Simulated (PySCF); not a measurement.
## A study: C2H6O, SMILES `O.C=C`

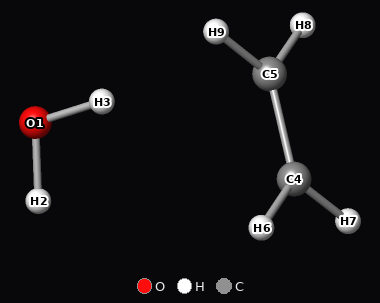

The molecule, with its atoms numbered as below.

Cartesian coordinates (Å):

```
O1      -2.1140   -0.0160   -0.0062
H2      -2.0982   -0.9700   -0.1101
H3      -1.1935    0.2718    0.0326
C4       1.4483   -0.5808    0.0073
C5       1.0755    0.6837    0.0085
H6       1.4846   -1.1666    0.9117
H7       1.7361   -1.0901   -0.8986
H8       1.0449    1.2695   -0.8960
H9       0.7953    1.1965    0.9155
```

Part 1: Bonding charge

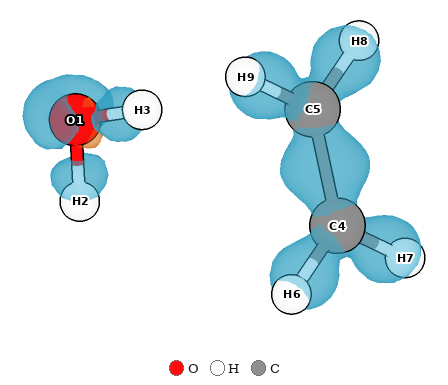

Deformation density (molecule less spherical, spin-averaged free atoms at the same positions), surfaces at ±0.3 e/Å³; light blue: gain, orange: loss.

PySCF calculation, HF/aug-cc-pVDZ, gas phase; geometry: an unrelaxed start of a pair search.

Describe the bonding that the map shows.

Answer. C4–C5: +0.82 e/Å³ at the bond critical point (bond length 1.32 Å). C4–H6: +0.73 e/Å³ at the bond critical point (bond length 1.08 Å). C4–H7: +0.73 e/Å³ at the bond critical point (bond length 1.08 Å). C5–H8: +0.72 e/Å³ at the bond critical point (bond length 1.08 Å). C5–H9: +0.72 e/Å³ at the bond critical point (bond length 1.08 Å). O1–H2: +0.71 e/Å³ at the bond critical point (bond length 0.96 Å). O1–H3: +0.68 e/Å³ at the bond critical point (bond length 0.96 Å). In all, 2.0 electrons gather in the regions of gain relative to the promolecule.

Where do the Hirshfeld charges lie?

Answer. The highest Hirshfeld charge is on H2 (+0.17 e), the lowest on O1 (−0.35 e).

```tsv
atom	charge (e)
O1	−0.35
H2	+0.17
H3	+0.15
C4	−0.08
C5	−0.09
H6	+0.05
H7	+0.05
H8	+0.05
H9	+0.05
```

Part 2: Bond critical points

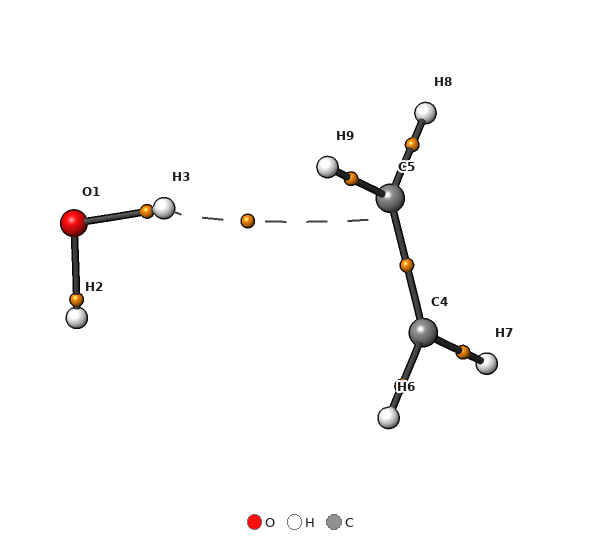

Molecular graph of the electron density (QTAIM): bond paths, bond critical points (orange), ring points (yellow, if any); weak paths are dashed.

How many critical points of each kind are there, and does the count close?

Answer. 9 nuclei, 8 bond, 0 ring and 0 cage critical points: 9 − 8 + 0 − 0 = 1, as the Poincaré–Hopf relation requires.

What does the calculation give at each kind of bond critical point?

Answer.
```tsv
bond	length (Å)	ρ (a.u.)	∇²ρ (a.u.)	ε	H (a.u.)
O1–H2	0.960	0.366	−2.30	0.02	−0.644
O1–H3	0.965	0.359	−2.32	0.02	−0.646
C4–C5	1.318	0.354	−1.02	0.40	−0.391
C4–H6	1.078	0.290	−1.13	0.01	−0.322
C4–H7	1.078	0.289	−1.13	0.01	−0.322
C5–H8	1.078	0.289	−1.13	0.01	−0.322
C5–H9	1.079	0.288	−1.12	0.01	−0.320
H3–C5	2.306	0.012	+0.03	0.19	+0.001
```

What kind of interaction is O1–H2?

Answer. Shared-shell (covalent): ρ = 0.366, ∇²ρ = −2.30, H = −0.644 a.u.

Are there bond paths between atoms that aren't covalently bonded?

Answer. Yes: H3–C5 (2.31 Å, ρ = 0.012).

Part 3: Electrostatic potential

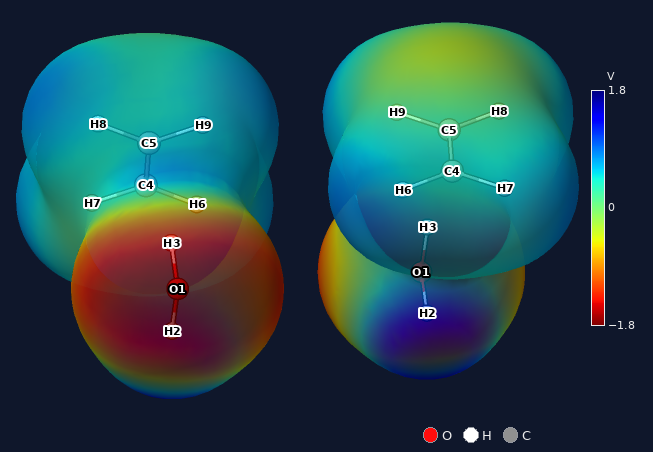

Electrostatic potential on the surface of electron density 0.001 a.u. (back view left, front view right).

Where are the extremes of the potential on the surface?

Answer. Highest: 1.79 V, 1.2 Å from H2. Further maxima include 0.91 V, 1.3 Å from H6, and at like points elsewhere; 0.84 V, 1.3 Å from H9. Lowest: −1.74 V, 1.8 Å from O1. Further minima include −0.43 V, off the C4–C5 bond (2.2 to 2.3 Å from its atoms). The surface is sampled at points, so like sites can differ by a few per cent and only the strongest of them is named.

The PySCF run shown took 1.3 s on 1 thread of Intel(R) Xeon(R) Platinum 8488C (Sapphire Rapids), with other jobs on the host.
